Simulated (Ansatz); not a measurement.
Nudged elastic band, with input and output: TaNH3Cl5

- system: TaNH3Cl5
- method: RKS PBE/def2-SVP (Ansatz 0.2.0)

It belongs to a series of runs on one base structure; here: band between the two ends. Figures and captions count atoms from 1; the log counts them from 0 in places.

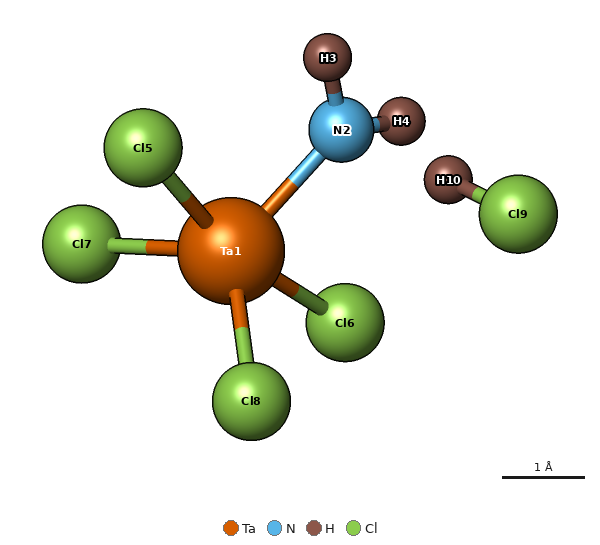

The starting structure (ball-and-stick view, seen at a tilt; atoms are numbered from 1 in the order of the input). Sticks mark near contacts.

The input
```yaml
crystal:
  periodic: [false, false, false]
  atoms:
    - { symbol: Ta, position_ang: [-0.052495, 0.254171, 0.026375] }
    - { symbol: "N", position_ang: [1.928686, 0.010799, 0.220295] }
    - { symbol: H, position_ang: [2.434999, 0.272773, 1.074166] }
    - { symbol: H, position_ang: [2.558186, -0.049542, -0.588488] }
    - { symbol: Cl, position_ang: [0.028216, 0.681737, 2.330612] }
    - { symbol: Cl, position_ang: [0.366525, -0.201962, -2.235356] }
    - { symbol: Cl, position_ang: [-0.966274, 2.322251, -0.441562] }
    - { symbol: Cl, position_ang: [-1.470806, -1.545988, 0.269824] }
    - { symbol: Cl, position_ang: [2.223952, -3.216224, 0.871645] }
    - { symbol: H, position_ang: [2.117812, -1.928414, 0.611987] }
basis:
  gaussian: { orbitals: def2-SVP }
hamiltonian:
  xc: pbe
neb:
  order_check: false
  images: 7
  f_tol: 0.03
  max_iterations: 60
  final_atoms:
    - { symbol: Ta, position_ang: [-0.01766912, -0.59155421, 0.19654363] }
    - { symbol: "N", position_ang: [2.27256361, 0.03288415, 0.23567207] }
    - { symbol: H, position_ang: [2.46994344, 0.68920156, 1.00479389] }
    - { symbol: H, position_ang: [2.56298789, 0.47884545, -0.64611753] }
    - { symbol: Cl, position_ang: [0.14572955, -0.04025446, 2.48833901] }
    - { symbol: Cl, position_ang: [0.48455418, -0.9701769, -2.07992402] }
    - { symbol: Cl, position_ang: [-0.26811531, 1.70442223, -0.28871141] }
    - { symbol: Cl, position_ang: [-2.23890126, -1.19023031, 0.15467964] }
    - { symbol: Cl, position_ang: [0.88940339, -2.71713233, 0.69761667] }
    - { symbol: H, position_ang: [2.86830464, -0.79640418, 0.37660603] }
  initial_path:
    images:
      - { positions_ang: [[-0.052495, 0.254171, 0.026375], [1.928686, 0.010799, 0.220295], [2.434999, 0.272773, 1.074166], [2.558186, -0.049542, -0.588488], [0.028216, 0.681737, 2.330612], [0.366525, -0.201962, -2.235356], [-0.966274, 2.322251, -0.441562], [-1.470806, -1.545988, 0.269824], [2.223952, -3.216224, 0.871645], [2.117812, -1.928414, 0.611987]] }
      - { positions_ang: [[-0.03649182, 0.19399984, 0.01336831], [2.07663156, -0.00572884, 0.16458589], [2.58376548, 0.06923914, 1.00303424], [2.68624659, 0.06326432, -0.63760653], [0.01923686, 0.5466028, 2.35820135], [0.28257776, -0.18002837, -2.29958522], [-1.01555502, 2.28735614, -0.36795137], [-1.42373792, -1.68149012, 0.2206365], [1.8708891, -2.95195724, 1.027457], [2.12523843, -1.74165665, 0.65735784]] }
      - { positions_ang: [[-0.02048864, 0.13382868, 0.00036163], [2.22457712, -0.02225669, 0.10887677], [2.73253196, -0.13429472, 0.93190247], [2.81430717, 0.17607063, -0.68672506], [0.01025771, 0.41146861, 2.3857907], [0.19863052, -0.15809475, -2.36381444], [-1.06483605, 2.25246127, -0.29434074], [-1.37666984, -1.81699225, 0.171449], [1.51782619, -2.68769048, 1.183269], [2.13266486, -1.5548993, 0.70272868]] }
      - { positions_ang: [[-0.00448545, 0.07365752, -0.01264506], [2.37252268, -0.03878453, 0.05316766], [2.88129844, -0.33782859, 0.86077071], [2.94236776, 0.28887695, -0.7358436], [0.00127857, 0.27633441, 2.41338004], [0.11468328, -0.13616112, -2.42804366], [-1.11411707, 2.21756641, -0.22073011], [-1.32960176, -1.95249437, 0.1222615], [1.16476329, -2.42342372, 1.339081], [2.14009129, -1.36814196, 0.74809952]] }
      - { positions_ang: [[0.01151773, 0.01348636, -0.02565174], [2.52046824, -0.05531237, -0.00254145], [3.03006492, -0.54136245, 0.78963895], [3.07042834, 0.40168326, -0.78496213], [-0.00770058, 0.14120021, 2.44096939], [0.03073604, -0.1142275, -2.49227288], [-1.1633981, 2.18267155, -0.14711948], [-1.28253368, -2.0879965, 0.073074], [0.81170038, -2.15915696, 1.494893], [2.14751771, -1.18138461, 0.79347035]] }
      - { positions_ang: [[0.00422102, -0.13777378, 0.0298971], [2.45849208, -0.03326324, 0.05701193], [2.89003455, -0.23372145, 0.84342768], [2.94356823, 0.42097381, -0.75025098], [0.03065695, 0.09583654, 2.4528118], [0.14419057, -0.32821485, -2.38918567], [-0.9395774, 2.06310922, -0.18251746], [-1.52162557, -1.86355495, 0.09347541], [0.83112613, -2.2986508, 1.29557392], [2.32771445, -1.0851395, 0.68925427]] }
      - { positions_ang: [[-0.0030757, -0.28903393, 0.08544594], [2.39651592, -0.01121411, 0.11656531], [2.75000418, 0.07391956, 0.89721642], [2.81670811, 0.44026436, -0.71553983], [0.06901448, 0.05047287, 2.4646542], [0.25764511, -0.5422022, -2.28609845], [-0.71575671, 1.94354689, -0.21791544], [-1.76071747, -1.6391134, 0.11387682], [0.85055188, -2.43814465, 1.09625484], [2.50791118, -0.9888944, 0.58503819]] }
      - { positions_ang: [[-0.01037241, -0.44029407, 0.14099479], [2.33453976, 0.01083502, 0.17611869], [2.60997381, 0.38156056, 0.95100516], [2.689848, 0.45955491, -0.68082868], [0.10737202, 0.0051092, 2.47649661], [0.37109964, -0.75618955, -2.18301124], [-0.49193601, 1.82398456, -0.25331343], [-1.99980936, -1.41467186, 0.13427823], [0.86997764, -2.57763849, 0.89693576], [2.68810791, -0.89264929, 0.48082211]] }
      - { positions_ang: [[-0.01766912, -0.59155421, 0.19654363], [2.27256361, 0.03288415, 0.23567207], [2.46994344, 0.68920156, 1.00479389], [2.56298789, 0.47884545, -0.64611753], [0.14572955, -0.04025446, 2.48833901], [0.48455418, -0.9701769, -2.07992402], [-0.26811531, 1.70442223, -0.28871141], [-2.23890126, -1.19023031, 0.15467964], [0.88940339, -2.71713233, 0.69761667], [2.86830464, -0.79640418, 0.37660603]] }
```

Launched with:
```bash
ansatz run input.yaml --threads 4 --pin off --max-ram 5120MiB --backend cpu --events-out ev --progress --plain --runs-dir out
```

The program's output
```
Engine: ansatz 0.2.0, aarch64-unknown-linux-gnu
Functional definition: PBE
  parameter kappa = 0.804
  parameter beta = 0.06672455060314922
  exchange = pbe_x(kappa = kappa, mu = beta*pi^2/3)
  correlation = pbe_c(beta = beta)
1625 factors; their error is unknown
mean field evaluation 1: about -65655.8650 eV, gradient 6.5e1 eV
mean field evaluation 2: about -65556.2749 eV, gradient 1.8e2 eV
mean field evaluation 4: about -65660.7914 eV, gradient 4.1e1 eV
mean field evaluation 8: about -65664.8312 eV, gradient 3.1e-1 eV
mean field evaluation 16: about -65664.7354 eV, gradient 2.4e-3 eV
mean field -65664.73544716 eV, -2413.1345185268 hartree, gradient 3.5e-5 eV, S^2 0.000000; 0 other end points of the search recorded, 0 dependent functions left out
the calculation of the forces begins
reference -65664.73551134 eV, -2413.1345208855 hartree; 54, 54 occupied and 97, 97 virtual orbitals, 1625 factors
1625 factors; their error is unknown
mean field evaluation 32: about -65666.1746 eV, gradient 1.4e-1 eV
mean field -65666.17464042 eV, -2413.1874079035 hartree, gradient 4.7e-5 eV, S^2 0.000000; 0 other end points of the search recorded, 0 dependent functions left out
[... from here on the field's lines of each further geometry are left out, up to the last ...]
NEB iter   1: max|band force component| = 1.113e1 eV/Å  barrier→ = 5.7699 eV  barrier← = 7.2091 eV  Δτ_max = 0.2000 Å  (381 SCF iters)
NEB iter   2: max|band force component| = 2.483e0 eV/Å  barrier→ = 2.8026 eV  barrier← = 4.2418 eV  Δτ_max = 0.2000 Å  (273 SCF iters)
NEB iter   3: max|band force component| = 1.804e0 eV/Å  barrier→ = 1.3712 eV  barrier← = 2.8104 eV  Δτ_max = 0.1980 Å  (255 SCF iters)
NEB iter   4: max|band force component| = 1.503e0 eV/Å  barrier→ = 0.9799 eV  barrier← = 2.4191 eV  Δτ_max = 0.1991 Å  (249 SCF iters)
NEB iter   5: max|band force component| = 2.093e0 eV/Å  barrier→ = 0.2506 eV  barrier← = 1.6898 eV  Δτ_max = 0.1014 Å  (240 SCF iters)
NEB iter   6: max|band force component| = 1.843e0 eV/Å  barrier→ = 0.1178 eV  barrier← = 1.5570 eV  Δτ_max = 0.1018 Å  (239 SCF iters)
NEB iter   7: max|band force component| = 9.050e-1 eV/Å  barrier→ = 0.0964 eV  barrier← = 1.5356 eV  Δτ_max = 0.1981 Å  (251 SCF iters)
NEB iter   8: max|band force component| = 5.069e-1 eV/Å  barrier→ = 0.0865 eV  barrier← = 1.5257 eV  Δτ_max = 0.1998 Å  (240 SCF iters)
NEB iter   9: max|band force component| = 4.919e-1 eV/Å  barrier→ = 0.1018 eV  barrier← = 1.5410 eV  CI = image 3  Δτ_max = 0.2000 Å  (242 SCF iters)
NEB iter  10: max|band force component| = 6.481e-1 eV/Å  barrier→ = 0.1747 eV  barrier← = 1.6139 eV  CI = image 3  Δτ_max = 0.1003 Å  (242 SCF iters)
NEB iter  11: max|band force component| = 5.375e-1 eV/Å  barrier→ = 0.1185 eV  barrier← = 1.5577 eV  CI = image 3  Δτ_max = 0.0748 Å  (241 SCF iters)
NEB iter  12: max|band force component| = 2.603e-1 eV/Å  barrier→ = 0.1008 eV  barrier← = 1.5400 eV  CI = image 3  Δτ_max = 0.0326 Å  (237 SCF iters)
NEB iter  13: max|band force component| = 1.373e-1 eV/Å  barrier→ = 0.0909 eV  barrier← = 1.5301 eV  CI = image 3  Δτ_max = 0.0282 Å  (222 SCF iters)
NEB iter  14: max|band force component| = 7.704e-2 eV/Å  barrier→ = 0.0865 eV  barrier← = 1.5256 eV  CI = image 3  Δτ_max = 0.0341 Å  (228 SCF iters)
NEB iter  15: max|band force component| = 3.782e-2 eV/Å  barrier→ = 0.0848 eV  barrier← = 1.5240 eV  CI = image 3  Δτ_max = 0.0287 Å  (225 SCF iters)
NEB iter  16: max|band force component| = 7.289e-2 eV/Å  barrier→ = 0.0848 eV  barrier← = 1.5240 eV  CI = image 3  Δτ_max = 0.0077 Å  (226 SCF iters)
the calculation of the forces begins
reference -65666.12935675 eV, -2413.1857437593 hartree; 54, 54 occupied and 97, 97 virtual orbitals, 1625 factors
1625 factors; their error is unknown
mean field evaluation 1184: about -65664.7436 eV, gradient 3.0e-1 eV
mean field -65664.65089258 eV, -2413.1314112032 hartree, gradient 1.5e-5 eV, S^2 0.000000; 1 other end points of the search recorded, 0 dependent functions left out
the calculation of the forces begins
reference -65664.65095705 eV, -2413.1314135726 hartree; 54, 54 occupied and 97, 97 virtual orbitals, 1625 factors
NEB iter  17: max|band force component| = 2.822e-2 eV/Å  barrier→ = 0.0846 eV  barrier← = 1.5237 eV  CI = image 3  Δτ_max = 0.0000 Å  (447 SCF iters)
```

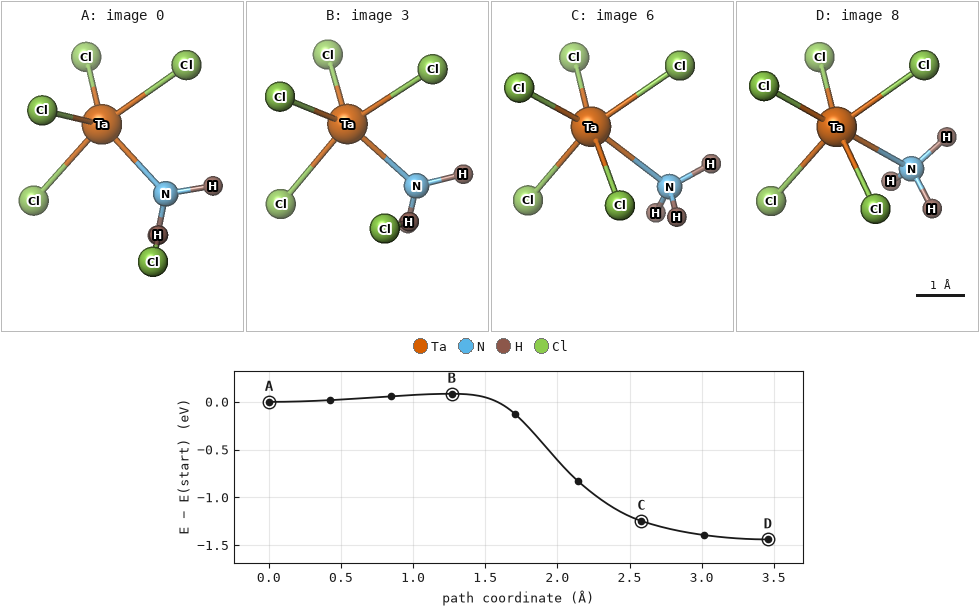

Images of the last band (counted from 0; ball-and-stick, seen at a tilt) above the energy along the path; the line is a cubic interpolation that uses the forces. The highest image is number 3, 0.085 eV above the start and 1.524 eV above the end (the climbing image); the end lies 1.439 eV below the start. The path is 3.46 Å long. The band converged in 17 iterations.

```
Total energy: -65664.65095705 eV, -2413.1314135726 hartree
Atom 0 at     0.048824    -0.001773     0.091331 Å, force    -0.015863     0.023009    -0.006771 eV/Å
Atom 1 at     2.091427     0.117550     0.203311 Å, force     0.013295     0.009115     0.003534 eV/Å
Atom 2 at     2.579178     0.474057     1.033464 Å, force    -0.004994    -0.001191     0.002736 eV/Å
Atom 3 at     2.691159     0.155123    -0.629154 Å, force    -0.007719    -0.002283    -0.004872 eV/Å
Atom 4 at     0.193952     0.272234     2.413430 Å, force     0.000240    -0.006827     0.000376 eV/Å
Atom 5 at     0.494763    -0.596543    -2.130311 Å, force     0.000289    -0.007337     0.002066 eV/Å
Atom 6 at    -0.819899     2.063188    -0.360704 Å, force     0.010053    -0.012081     0.002588 eV/Å
Atom 7 at    -1.765101    -1.451410     0.247713 Å, force    -0.000425     0.000774     0.000245 eV/Å
Atom 8 at     1.542001    -2.824240     0.733802 Å, force    -0.009656    -0.026184     0.003023 eV/Å
Atom 9 at     2.112498    -1.608586     0.536616 Å, force     0.014779     0.023004    -0.002925 eV/Å
Dipole moment:     0.521624     0.405200    -0.043078 e Å
this run last wrote the band of iteration 17 to [file]
```

The last band as extended XYZ (Å, eV, eV/Å)
```
10
Properties=species:S:1:pos:R:3:forces:R:3 image=0 energy=-65664.73545
Ta   -0.0525    0.2542    0.0264   -0.0038   0.0008  -0.0003
N     1.9287    0.0108    0.2203    0.0018   0.0003   0.0008
H     2.4350    0.2728    1.0742    0.0014  -0.0004   0.0000
H     2.5582   -0.0495   -0.5885    0.0018  -0.0005  -0.0003
Cl    0.0282    0.6817    2.3306   -0.0004   0.0005   0.0010
Cl    0.3665   -0.2020   -2.2354   -0.0004  -0.0003  -0.0006
Cl   -0.9663    2.3223   -0.4416    0.0001   0.0003  -0.0001
Cl   -1.4708   -1.5460    0.2698    0.0003  -0.0014   0.0000
Cl    2.2240   -3.2162    0.8716   -0.0009   0.0026  -0.0007
H     2.1178   -1.9284    0.6120    0.0001  -0.0020   0.0002
10
Properties=species:S:1:pos:R:3:forces:R:3 image=1 energy=-65664.71761
Ta   -0.0222    0.1868    0.0413   -0.0046   0.0154  -0.0027
N     1.9809    0.0744    0.2106   -0.0104  -0.0089  -0.0001
H     2.4816    0.3697    1.0569   -0.0087  -0.0137   0.0022
H     2.6033    0.0427   -0.6054   -0.0079  -0.0137   0.0024
Cl    0.0759    0.5300    2.3585   -0.0100   0.0276  -0.0046
Cl    0.4104   -0.3659   -2.1957   -0.0096   0.0268  -0.0076
Cl   -0.9082    2.2526   -0.4303   -0.0071   0.0180  -0.0039
Cl   -1.5554   -1.5300    0.2664    0.0193  -0.0057   0.0025
Cl    1.9937   -3.1274    0.8419    0.0401  -0.0243   0.0076
H     2.1087   -1.8333    0.5953   -0.0012  -0.0214   0.0043
10
Properties=species:S:1:pos:R:3:forces:R:3 image=2 energy=-65664.67745
Ta    0.0118    0.1066    0.0624   -0.0029   0.0323  -0.0061
N     2.0334    0.1173    0.2013   -0.0166   0.0027  -0.0018
H     2.5317    0.4348    1.0409   -0.0117  -0.0116   0.0027
H     2.6478    0.1067   -0.6212   -0.0119  -0.0124   0.0005
Cl    0.1388    0.3876    2.3854   -0.0113   0.0216  -0.0049
Cl    0.4555   -0.5079   -2.1551   -0.0109   0.0215  -0.0053
Cl   -0.8599    2.1687   -0.4050   -0.0033   0.0266  -0.0057
Cl   -1.6661   -1.4850    0.2590    0.0178  -0.0069   0.0028
Cl    1.7681   -2.9984    0.7996    0.0538  -0.0386   0.0112
H     2.1077   -1.7308    0.5722   -0.0029  -0.0352   0.0066
10
Properties=species:S:1:pos:R:3:forces:R:3 image=3 energy=-65664.65089
Ta    0.0488   -0.0018    0.0913   -0.0159   0.0230  -0.0068
N     2.0914    0.1176    0.2033    0.0133   0.0091   0.0035
H     2.5792    0.4741    1.0335   -0.0050  -0.0012   0.0027
H     2.6912    0.1551   -0.6292   -0.0077  -0.0023  -0.0049
Cl    0.1940    0.2722    2.4134    0.0002  -0.0068   0.0004
Cl    0.4948   -0.5965   -2.1303    0.0003  -0.0073   0.0021
Cl   -0.8199    2.0632   -0.3607    0.0101  -0.0121   0.0026
Cl   -1.7651   -1.4514    0.2477   -0.0004   0.0008   0.0002
Cl    1.5420   -2.8242    0.7338   -0.0097  -0.0262   0.0030
H     2.1125   -1.6086    0.5366    0.0148   0.0230  -0.0029
10
Properties=species:S:1:pos:R:3:forces:R:3 image=4 energy=-65664.85991
Ta    0.0326   -0.1179    0.1189   -0.0417  -0.4151   0.0559
N     2.1796   -0.0658    0.2382    0.3091  -0.5767   0.1201
H     2.5937    0.4497    1.0268    0.0141  -0.0553   0.0052
H     2.6947    0.1361   -0.6295    0.0083  -0.0490   0.0174
Cl    0.2136    0.2788    2.4176    0.0187   0.0334   0.0097
Cl    0.4884   -0.5804   -2.1306    0.0191   0.0309   0.0011
Cl   -0.7822    1.9976   -0.3302    0.0978  -0.2504   0.0534
Cl   -1.8175   -1.4587    0.2586   -0.1689  -0.0700   0.0044
Cl    1.3908   -2.7167    0.6949   -0.4857   0.3778  -0.1048
H     2.1752   -1.3231    0.4749    0.2292   0.9743  -0.1623
10
Properties=species:S:1:pos:R:3:forces:R:3 image=5 energy=-65665.56499
Ta    0.0156   -0.2889    0.1516   -0.0437  -0.5575   0.1026
N     2.2505   -0.0815    0.2447    0.2358  -0.0797   0.0075
H     2.6204    0.4678    1.0297    0.0933   0.0561   0.0075
H     2.7179    0.1591   -0.6377    0.0907   0.0619  -0.0131
Cl    0.2239    0.2673    2.4247    0.0203   0.0037   0.0138
Cl    0.4898   -0.5718   -2.1321    0.0251  -0.0038  -0.0076
Cl   -0.7385    1.8907   -0.2941    0.1702  -0.3392   0.0734
Cl   -1.9143   -1.4899    0.2597   -0.3408  -0.0743  -0.0061
Cl    1.1606   -2.6209    0.6507   -0.7847   0.3215  -0.1095
H     2.3428   -1.1323    0.4423    0.5338   0.6113  -0.0685
10
Properties=species:S:1:pos:R:3:forces:R:3 image=6 energy=-65665.98091
Ta   -0.0129   -0.4332    0.1734   -0.0445  -0.1680   0.0311
N     2.2892   -0.0434    0.2437    0.0584   0.0415  -0.0032
H     2.6242    0.5475    1.0159    0.0073   0.0992  -0.0236
H     2.7271    0.2410   -0.6423    0.0075   0.0993  -0.0126
Cl    0.2182    0.2005    2.4341    0.0025  -0.0873   0.0157
Cl    0.4993   -0.6443   -2.1197    0.0033  -0.0886   0.0177
Cl   -0.6480    1.7903   -0.2784    0.1208  -0.1278   0.0315
Cl   -2.0746   -1.4336    0.2326   -0.2066   0.0801  -0.0284
Cl    0.9796   -2.6042    0.6382   -0.2303   0.0157  -0.0185
H     2.5667   -1.0209    0.4420    0.2815   0.1359  -0.0096
10
Properties=species:S:1:pos:R:3:forces:R:3 image=7 energy=-65666.12929
Ta   -0.0257   -0.5226    0.1863   -0.0082  -0.0393   0.0065
N     2.2880   -0.0029    0.2407    0.0045   0.0178  -0.0075
H     2.5597    0.6493    0.9898   -0.0295   0.0437  -0.0123
H     2.6681    0.3386   -0.6534   -0.0312   0.0464  -0.0078
Cl    0.1913    0.0710    2.4619   -0.0089  -0.0659   0.0166
Cl    0.4921   -0.7940   -2.1020   -0.0082  -0.0668   0.0094
Cl   -0.4691    1.7443   -0.2725    0.0882  -0.0196   0.0092
Cl   -2.1844   -1.3141    0.1943   -0.0538   0.0611  -0.0153
Cl    0.9082   -2.6619    0.6532   -0.0348  -0.0291   0.0032
H     2.7406   -0.9079    0.4412    0.0819   0.0518  -0.0020
10
Properties=species:S:1:pos:R:3:forces:R:3 image=8 energy=-65666.17464
Ta   -0.0177   -0.5916    0.1965    0.0041   0.0042  -0.0016
N     2.2726    0.0329    0.2357   -0.0074  -0.0026  -0.0012
H     2.4699    0.6892    1.0048    0.0028   0.0015   0.0001
H     2.5630    0.4788   -0.6461    0.0029   0.0016   0.0001
Cl    0.1457   -0.0403    2.4883   -0.0019  -0.0014   0.0039
Cl    0.4846   -0.9702   -2.0799   -0.0009  -0.0034  -0.0020
Cl   -0.2681    1.7044   -0.2887   -0.0024   0.0015   0.0000
Cl   -2.2389   -1.1902    0.1547    0.0005   0.0021  -0.0001
Cl    0.8894   -2.7171    0.6976    0.0013  -0.0039   0.0003
H     2.8683   -0.7964    0.3766    0.0011   0.0004   0.0004
```

Key numbers

- outcome: converged
- barrier, forward: 0.085 eV
- barrier, backward: 1.524 eV
- hardware: 4 threads of Arm Neoverse V2, 24 GiB of memory available, shared host
- wall time: 4.8 min (CPU time 18 min)
- peak memory: 0.26 GiB

Remarks

The order of the saddle point was not checked.
